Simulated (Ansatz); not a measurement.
```xyz
6

Si   -0.8326    0.2803   -0.7597
C     0.3966   -0.5690    0.2453
S     1.3037    0.1989    1.4472
H    -1.5609   -0.4198   -1.8606
H    -1.0761    1.7360   -0.5838
H     0.5538   -1.6499    0.0583
```

Theory: UKS BLYP/def2-SVPD (Ansatz).

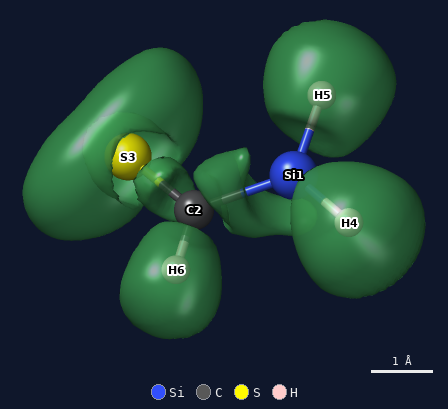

CH$_{3}$SSi (doublet). Isosurface of the ELF at 0.75 (green), seen at a tilt. Core shells and regions of very low density are left out.

Describe the localisation domains.

Answer. The surface consists of one region between bonded C–S atoms (shared pairs), one region between bonded C–Si atoms (shared pairs), three regions around hydrogen nuclei and one ring or bowl of non-bonding electrons around S.

Values along the shortest contacts:
C–S (1.69 Å): the ELF peaks at about 0.90 between the atoms; a covalent bond. C–Si (1.80 Å): the ELF peaks at about 0.95 between the atoms, as expected for a covalent bond.
